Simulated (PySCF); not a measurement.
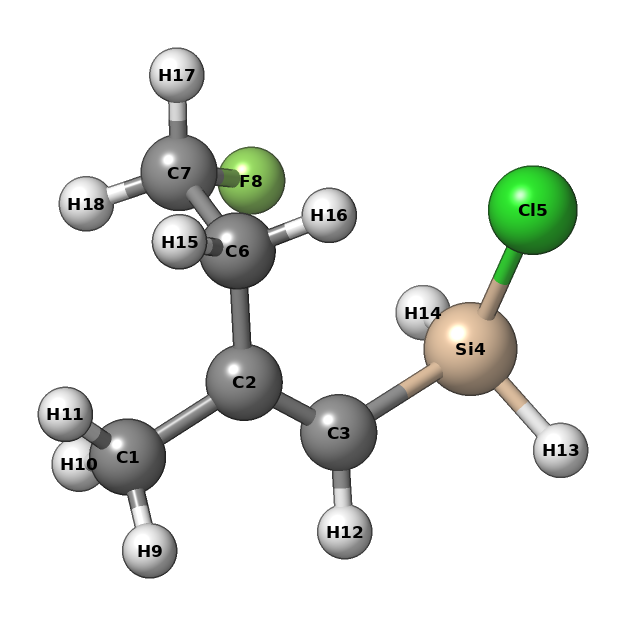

Charge +1, doublet. The geometry was computed by an optimisation with GFN2-xTB. No frequency run is at hand to confirm it as a minimum. Level of theory: UKS B3LYP, pcH-1 on C Cl F H Si, non-relativistic (PySCF 2.14.0).

Give the isotropic hyperfine couplings (Fermi-contact term alone) of C1, C2, C3, Si4, Cl5, C6, C7, F8, H9, H10, H11, H12, H13, H14, H15, H16, H17, H18.

```
atom  isotope  a_iso (MHz)
  C1      13C          9.5
  C2      13C         −0.3
  C3      13C         50.2
 Si4     29Si         21.2
 Cl5     35Cl          0.8
  C6      13C         −5.9
  C7      13C         17.5
  F8      19F          4.3
  H9       1H         39.5
 H10       1H         54.8
 H11       1H         29.2
 H12       1H         14.9
 H13       1H         76.9
 H14       1H          5.7
 H15       1H         13.4
 H16       1H         −3.1
 H17       1H         25.3
 H18       1H         −2.6
```

The geometry is semi-empirical. Around Si such bond lengths and angles can be off by a tenth of an ångström or more and by several degrees, and values that hang on the shape move with them.
